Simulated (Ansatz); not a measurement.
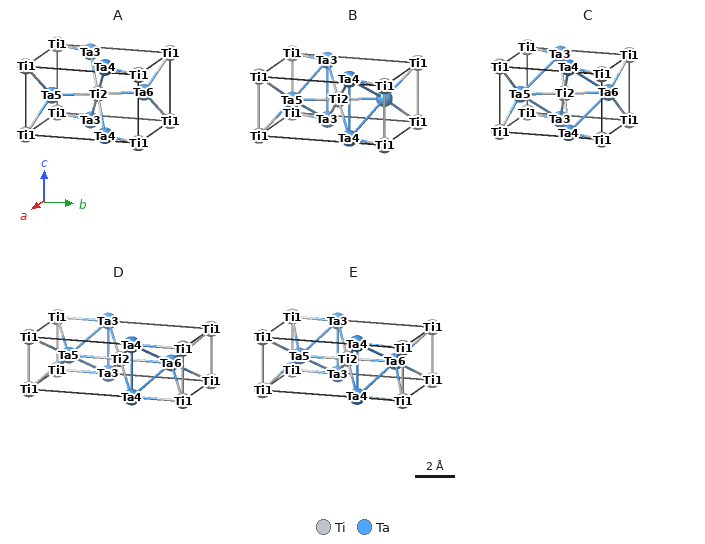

5 geometries from one relaxation of crystalline Ta$_{2}$Ti (built on the marcasite_58 type) (coarse preliminary run), in shuffled order. The picture is a ball-and-stick view of the cell of the calculation, seen slightly off an axis.

Case: marcasite type (Pnnm, No. 58).

Level of theory: Ansatz 0.2.0, DFT PBE, scalar-relativistic, plane waves, PAW. (plane-wave cutoff 420 eV; k-point mesh 4 × 4 × 6; occupations gaussian; smearing width 0.1 eV; no spin polarisation; cell and atoms relaxed; force threshold 0.04 eV/Å; at most 70 steps)

**Put them in the order of the run, from the start to the converged end.**

C, A, B, E, D. They are steps 0, 3, 6, 10, 24, at +2806 meV per atom, +1473 meV per atom, +962 meV per atom, +229 meV per atom relative to the last. The largest moves relative to the cell, 1.01 Å, are those of Ta3, Ta4, Ta5 and Ta6. Ta5 goes roughly along [−3 1 0]. Ti stays in place. The volume changes by +24.1 %, with a 4.547 → 4.659 Å (+2.4 %), b 5.550 → 8.369 Å (+50.8 %), c 3.465 → 2.783 Å (−19.7 %). Among the contacts that change: Ta3–Ta4 3.039 → 5.433 Å, Ta3–Ta6 3.302 → 4.987 Å, Ti1–Ta5 2.304 → 3.052 Å, Ta3–Ta3 3.465 → 2.783 Å. New bonds form: Ti1–Ta5 (3.69 → 3.05 Å), Ti1–Ta6 (3.69 → 3.05 Å), Ti2–Ta3 (3.69 → 3.05 Å), Ti2–Ta4 (3.69 → 3.05 Å). Among the angles between lasting bonds that change: Ta3–Ti2–Ta4 82.5° → 125.7°, Ta3–Ti2–Ta6 91.9° → 117.3°, Ta3–Ti2–Ta5 88.1° → 62.7°. The space group (tolerance 0.01 Å) goes from Pnnm (No. 58) to Immm (No. 71). Over 20 accepted moves (24 points after the start) the energy falls by 2806 meV per atom. The largest force component goes from 3.3 to 0.0037 eV/Å. Pressure: 76.47 GPa at the start and 0.04 GPa at the end. The line search rejected the trial steps at points 20, 22 of the run. The SCF was repeated twice at an unchanged geometry on a basis and grid sized afresh for the cell, which shifted the energy by 124 meV per atom at most.
